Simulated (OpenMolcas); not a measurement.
**Multiconfigurational calculation for Mo⁵⁺ complex**

System: Mo⁵⁺ with 6 ligands (OH; tetragonal octahedron, 1.94 Å), neutralised by 6 outer point charges of +0.17 e, whose field is part of the energies.
Method: state-averaged CASSCF, active space 1 electron in the shell 4d, basis ANO-RCC-VTZP on the metal and ANO-RCC-VDZP on the ligands, DKH2 scalar Hamiltonian, spin-orbit coupling by RASSI with atomic mean-field integrals (OpenMolcas).

**The input**
```
&GATEWAY
Coord
13

Mo 0.0 0.0 0.0
O 1.940000 0.000000 0.000000
H 2.349940 0.879119 0.000000
O 0.000000 1.940000 0.000000
H 0.000000 2.349940 0.879119
O -1.940000 0.000000 0.000000
H -2.349940 -0.879119 0.000000
O 0.000000 -1.940000 0.000000
H 0.000000 -2.349940 -0.879119
O 0.000000 0.000000 2.211600
H 0.879119 0.000000 2.621540
O 0.000000 0.000000 -2.211600
H -0.879119 0.000000 -2.621540
Basis=Mo.ANO-RCC-VTZP,H.ANO-RCC-VDZP,O.ANO-RCC-VDZP
Group=XYZ
NoMove
AngMom=0.0 0.0 0.0
AMFI
RICD
XField
3 Angstrom 0
5.340000 0.000000 0.000000 0.166667
0.000000 5.340000 0.000000 0.166667
0.000000 0.000000 5.611600 0.166667
&SEWARD
&RASSCF
FileOrb=start.orb
Symmetry=1
Spin=2
nActEl=1 0 0
Inactive=24 24
Ras2=5 0
CIRoot=5 5 1
SDav=5
CIMx=300
Iter=150 100
PrWF=0.3
OrbListing=Nothing
MaxOrb=0
LevShft=1.0
>>> COPY $Project.JobIph JOB001
&RASSI
NrOfJobIphs=1 5
1 2 3 4 5
IphNames
JOB001
EJob
SpinOrbit
DIPRint=1.0
SOCoupling=1000.0
Subsets=2
Property=9
'ANGMOM' 1 'ANGMOM' 2 'ANGMOM' 3 'MLTPL  1' 1 'MLTPL  1' 2 'MLTPL  1' 3
'AMFI' 1 'AMFI' 2 'AMFI' 3
SOProperty=3
'ANGMOM' 1 'ANGMOM' 2 'ANGMOM' 3
```

The file start.orb holds starting orbitals from an earlier step. A driver script formed the levels outside the program, from RASSI's spin-orbit matrix and the active-space energies, averaged over the components of each term or state.

Hardware: 1 thread of Arm Neoverse V1, 24 GiB of memory available, shared host.

Run as:
```bash
OMP_NUM_THREADS=1 MOLCAS_MEM=2457 MOLCAS_PROJECT=a pymolcas a.inp > a.log  # once for each step of the input, in one work folder
```

**Output (extracts)**
```
--- SEWARD ---
Basis set label: MO.ANO-RCC...7S6P4D2F1G.

      Electronic valence basis set:
      ------------------
      Associated Effective Charge  42.000000 au
      Associated Actual Charge     42.000000 au
      Nuclear Model: Point charge

      Shell  nPrim  nBasis  Cartesian Spherical Contaminant
         s      21       7        X
         p      18       6        X
         d      13       4                 X
         f       6       2                 X
         g       4       1                 X
                  Relativistic Douglas-Kroll-Hess integrals:
                    - DKH order of Hamiltonian: 2
                    - DKH order of Properties : 0
                  Atomic mean-field integrals
--- RASSCF ---
Wave function specifications:
      -----------------------------

      Number of closed shell electrons          96
      Number of electrons in active shells       1
      Max number of holes in RAS1 space          0
      Max nr of electrons in RAS3 space          0
      Number of inactive orbitals               48
      Number of active orbitals                  5
      Number of secondary orbitals             129
      Spin quantum number                      0.5
      State symmetry                             1
Orbital specifications:
      -----------------------

      Symmetry species                           1   2
                                                ag  au
      Frozen orbitals                            0   0
      Inactive orbitals                         24  24
      Active orbitals                            5   0
      RAS1 orbitals                              0   0
      RAS2 orbitals                              5   0
      RAS3 orbitals                              0   0
      Secondary orbitals                        64  65
      Deleted orbitals                           0   0
      Number of basis functions                 93  89
      Number of CSFs                             5
      Number of root(s) required                 5
      Iter CI   SX   CI       RASSCF       Energy    max ROT     max BLB   max BLB  Level Ln srch  Step   QN
          iter iter root      energy       change     param      element    value   shift minimum  type update
 Nr of preliminary CI iterations:   1
      Total energies have been shifted. Add                -4000.00 au
        1   1   12    0  -497.69468664    0.00E+00   1.29E-01*   7  42 2 -3.68E-01*  1.07   0.00    SX    NO
        2   1   13    0  -498.53913629   -8.44E-01*  9.19E-02   24  29 1 -2.52E-01*  0.84   0.00    SX    NO
        3   1   14    0  -498.83718874   -2.98E-01* -5.82E-02   24  29 1 -1.35E-01*  0.72   0.00    SX    NO
        4   1   13    0  -498.92690284   -8.97E-02*  2.80E-02   23  27 1  6.95E-02*  0.79   0.00    SX    NO
        5   1   13    0  -498.95296168   -2.61E-02*  3.18E-02   23  27 1  4.27E-02*  0.80   2.40    LS   YES
        6   1   12    0  -498.96612117   -1.32E-02* -1.07E-02   16  45 1  1.20E-02*  0.82   1.23    QN   YES
        7   1   12    0  -498.96838739   -2.27E-03* -6.91E-03   17  29 1  8.55E-03*  0.81   1.68    LS   YES
        8   1   12    0  -498.96882577   -4.38E-04* -3.76E-03   24  29 1  9.82E-03*  0.81   1.05    QN   YES
        9   1   11    0  -498.96935530   -5.30E-04* -3.94E-03   24  29 1  5.61E-03*  0.81   2.08    LS   YES
       10   1   11    0  -498.96954991   -1.95E-04* -2.03E-03   20  28 1  3.22E-03*  0.81   1.03    QN   YES
       11   1   11    0  -498.96967338   -1.23E-04* -2.29E-03   23  28 1 -1.86E-03*  0.81   2.15    LS   YES
       12   1   10    0  -498.96972271   -4.93E-05* -7.01E-04   16  51 1 -1.86E-03*  0.81   1.02    QN   YES
       13   1   10    0  -498.96974183   -1.91E-05* -5.88E-04   23  27 1 -9.03E-04*  0.81   1.84    LS   YES
       14   1   10    0  -498.96974689   -5.06E-06*  4.50E-04    9  44 2 -1.25E-03*  0.81   1.00    QN   YES
       15   1    9    0  -498.96975203   -5.14E-06* -4.90E-04   23  27 1 -4.00E-04*  0.81   1.60    QN   YES
       16   1    9    0  -498.96975441   -2.38E-06* -2.40E-04    9  51 1 -2.52E-04*  0.81   1.34    QN   YES
       17   1    8    0  -498.96975498   -5.71E-07* -1.08E-04    9  51 1 -1.47E-04*  0.81   1.46    QN   YES
       18   1    7    0  -498.96975515   -1.71E-07* -4.26E-05   17  29 1  6.76E-05   0.81   1.33    QN   YES
       19   1    7    0  -498.96975519   -3.84E-08* -3.92E-05   19  27 1  3.80E-05   0.81   1.46    QN   YES
       20   1    6    0  -498.96975520   -1.23E-08* -2.26E-05   22  26 1 -1.76E-05   0.81   1.40    QN   YES
       21   1    6    0  -498.96975521   -3.49E-09  -1.13E-05   22  26 1 -1.13E-05   0.81   1.47    QN   YES
      Convergence after 21 iterations
       22   1    6    0  -498.96975521   -1.13E-09  -1.13E-05   22  26 1 -6.44E-06   0.81   1.47    QN   YES
      Natural orbitals and occupation numbers for root  1
      sym 1:   0.000000   1.000000   0.000000   0.000000   0.000000
      Natural orbitals and occupation numbers for root  2
      sym 1:   0.000000  -0.000000   0.000000   1.000000   0.000000
      Natural orbitals and occupation numbers for root  3
      sym 1:   1.000000   0.000000   0.000000   0.000000  -0.000000
::    RASSCF root number  1 Total energy:  -4499.04497828
::    RASSCF root number  2 Total energy:  -4499.02890680
::    RASSCF root number  3 Total energy:  -4499.02251040
::    RASSCF root number  4 Total energy:  -4498.91629187
::    RASSCF root number  5 Total energy:  -4498.83608869
--- RASSI ---
SPIN-FREE ENERGIES:
  (Shifted by EMIN (a.u.) =      -4499.0449782848)

 SF State       Relative EMIN(au)   Rel lowest level(eV)    D:o, cm**(-1)

     1             0.0000000000        0.0000000000              0.0000
     2             0.0160714837        0.4373273500           3527.2830
     3             0.0224678822        0.6113822202           4931.1302
     4             0.1286864173        3.5017358064          28243.4040
     5             0.2088895982        5.6841755404          45845.9676
     Dipole printing threshold changed to   1.00000000E+00
Eigenvalues of complex Hamiltonian:
   -----------------------------------
  (Shifted by EMIN (a.u.) =      -4499.0449782848)

 SO State       Relative EMIN(au)   Rel lowest level(eV)    D:o, cm**(-1)

     1            -0.0003924281        0.0000000000              0.0000
     2            -0.0003924281        0.0000000000              0.0000
     3             0.0156442361        0.4363798642           3519.6410
     4             0.0156442361        0.4363798642           3519.6410
     5             0.0230485254        0.6378608401           5144.6946
     6             0.0230485254        0.6378608401           5144.6946
     7             0.1288290035        3.5162942889          28360.8261
     8             0.1288290035        3.5162942889          28360.8261
     9             0.2089860446        5.6974784928          45953.2631
    10             0.2089860446        5.6974784928          45953.2631
Weights of the five most important spin-orbit-free states for each spin-orbit state.

 SO State  Total energy (au)           Spin-free states, spin, and weights
 -------------------------------------------------------------------------------------------------------
    1        -0.000392       1 0.5  0.9841    2 0.5  0.0105    3 0.5  0.0048    4 0.5  0.0006    5 0.5  0.0001
    2        -0.000392       1 0.5  0.9841    2 0.5  0.0105    3 0.5  0.0048    4 0.5  0.0006    5 0.5  0.0001
    3         0.015644       2 0.5  0.9205    3 0.5  0.0722    1 0.5  0.0066    4 0.5  0.0005    5 0.5  0.0002
    4         0.015644       2 0.5  0.9205    3 0.5  0.0722    1 0.5  0.0066    4 0.5  0.0005    5 0.5  0.0002
    5         0.023049       3 0.5  0.9227    2 0.5  0.0683    1 0.5  0.0088    5 0.5  0.0002    4 0.5  0.0000
    6         0.023049       3 0.5  0.9227    2 0.5  0.0683    1 0.5  0.0088    5 0.5  0.0002    4 0.5  0.0000
    7         0.128829       4 0.5  0.9988    2 0.5  0.0006    1 0.5  0.0005    3 0.5  0.0000    5 0.5  0.0000
    8         0.128829       4 0.5  0.9988    2 0.5  0.0006    1 0.5  0.0005    3 0.5  0.0000    5 0.5  0.0000
    9         0.208986       5 0.5  0.9995    3 0.5  0.0003    2 0.5  0.0001    1 0.5  0.0001    4 0.5  0.0000
   10         0.208986       5 0.5  0.9995    3 0.5  0.0003    2 0.5  0.0001    1 0.5  0.0001    4 0.5  0.0000
 -------------------------------------------------------------------------------------------------------
```

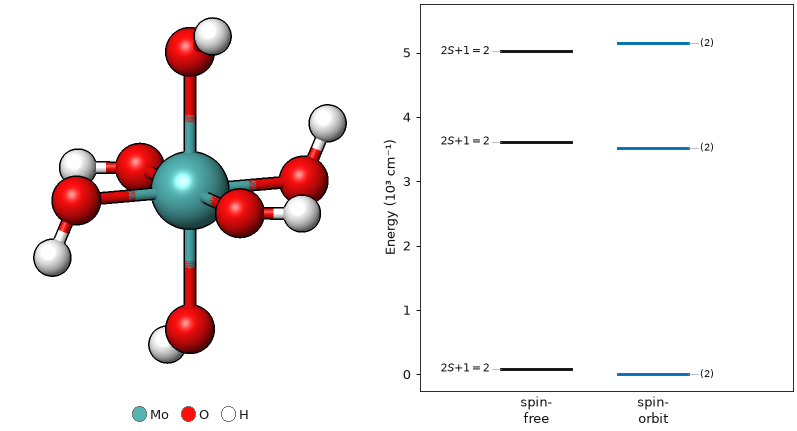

Mo⁵⁺ (4d) with 6 ligands, OH⁻, at 1.94 Å (arrangement: tetragonal octahedron, Ci), axial distortion 1.14, neutralised by outer point charges of +0.17 e, and its levels. Labels give the representation in O, Td, D4 or D3 as the site allows (double group for half-integer spin) where it could be assigned and, in brackets, the degeneracy; spin-free states, where drawn, share the zero of the spin-orbit levels. The ground level is a Kramers doublet, 100 % from states of spin multiplicity 2. Its principal g values are 1.61, 1.72 and 1.79. The next level lies at 3,520 cm⁻¹. The active orbitals hold 69 to 89 % metal character (Löwdin), and the Mulliken charge of the metal is +2.31.

**Summary**

```
                                 quantity                value
                                  outcome            converged
      energy of the lowest spin-free term  −4499.04498 hartree
    energy of the lowest spin-orbit level  −4499.04537 hartree
largest spread among components of a term             0.0 cm⁻¹
                                wall time                 27 s
                              peak memory              0.4 GiB
```

**Notes**

Limits: covalent bonds, ligand orbitals missing from the active space; distances are set from ionic radii, not optimised.
